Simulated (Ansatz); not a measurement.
**CH$_{2}$GaN (SMILES N#[C][GaH2]): density, localisation and related maps**

```yaml
atoms:
  - { symbol: N, position_ang: [1.7014, -1.0684, 1.2660] }
  - { symbol: C, position_ang: [0.8768, -0.5543, 0.6440] }
  - { symbol: Ga, position_ang: [-0.5175, 0.3139, -0.4056] }
  - { symbol: H, position_ang: [-1.7472, -0.5638, -0.7645] }
  - { symbol: H, position_ang: [-0.2636, 1.7990, -0.7813] }
```

Geometry: PBE0-D4/def2-TZVP.

Computed with Ansatz 0.2.0, RKS PBE0-D4/def2-TZVPP.

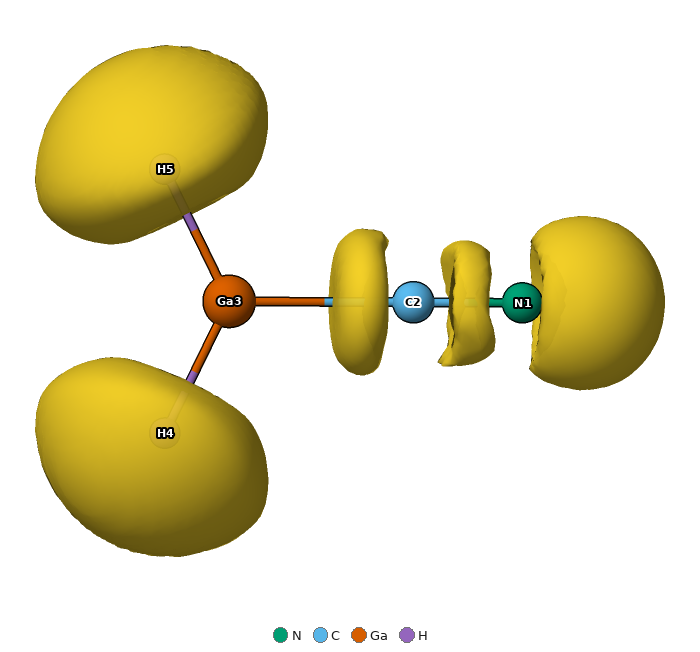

Figure 1. Isosurface of the ELF at 0.8 (yellow), seen across its widest extent. Only the valence region is drawn (cores and ρ < 0.01 e/Å³ removed).

Describe the localisation domains.

At this value the surface marks out one region between bonded C–N atoms (shared pairs), two regions around hydrogen nuclei, one lobe of the valence shell of C pointing towards Ga (polar bonds) and one lobe on N, pointing away from the bonds (lone pairs). Along the contacts the grid gives the following. C–N (1.15 Å): the ELF peaks at about 0.85 between the atoms: a multiple bond. C–Ga (1.95 Å): the ELF peaks at about 0.95 in the valence shell of C, 0.7 Å from its nucleus, and is about 0.45 at the midpoint.

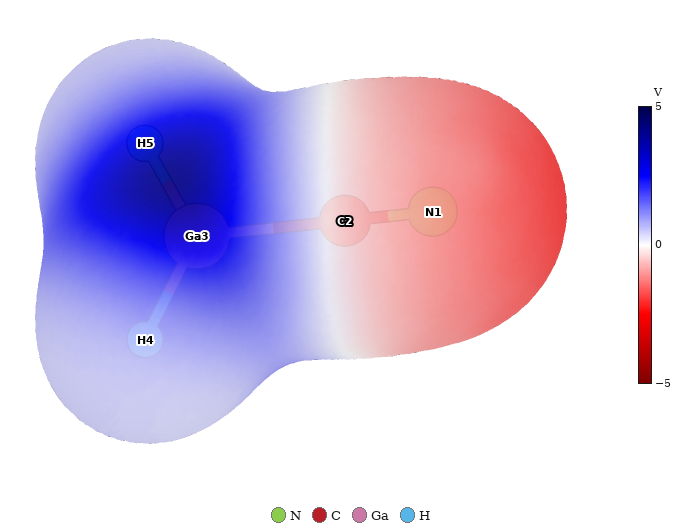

Figure 2. The molecular electrostatic potential painted on the density surface at 0.002 e/bohr³, seen at a tilt; red is negative and blue positive.

Describe the electrostatic potential map.

The most negative region (about −1.8 V) lies over N1, the most positive (about +4.1 V) over Ga3. N1 is the likeliest acceptor of a hydrogen bond.

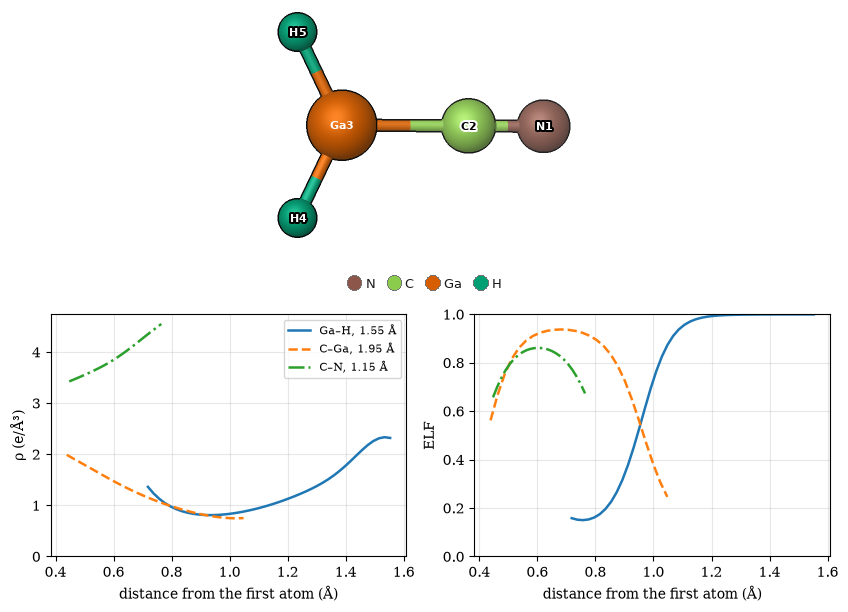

Figure 3. Total electron density and ELF along straight lines between neighbouring atoms. The curves leave out the atomic cores. The structure is drawn too.

Compare the contacts.

Ga–H (1.55 Å): the density is about 1 e/Å³ at the midpoint; the ELF climbs to about 1 towards the hydrogen.
C–Ga (1.95 Å): ρ at the midpoint is about 0.76 e/Å³; the ELF peaks at about 0.95 in the valence shell of C, 0.7 Å from its nucleus, and is about 0.45 at the midpoint.
C–N (1.15 Å): the density is about 3.8 e/Å³ at the midpoint; the ELF peaks at about 0.85 between the atoms: a multiple bond.

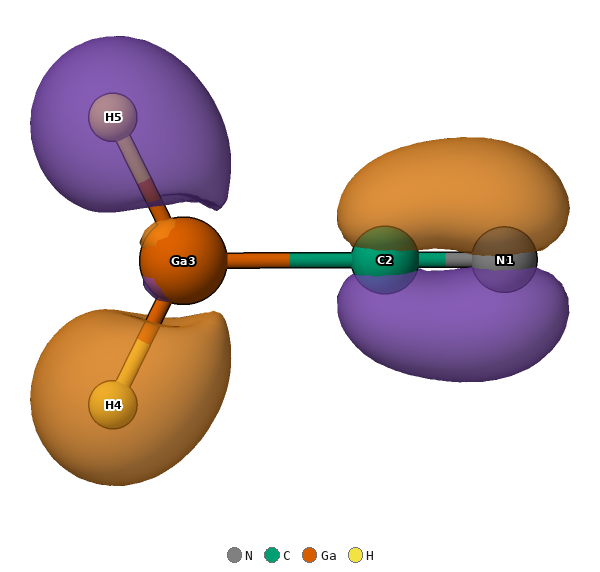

Figure 4. One frontier orbital at ±0.15 Å⁻³ᐟ² (orange and purple are the two phases), seen across its widest extent.

Which orbital is it: HOMO or LUMO?

The HOMO, at −9.27 eV. By Hirshfeld shares it lies mainly on N1 (about 25 %), Ga3 (about 25 %), H4 (about 20 %), H5 (about 20 %) and C2 (about 15 %); it is symmetric in the molecular plane (an in-plane orbital: σ, lone-pair or in-plane π type).
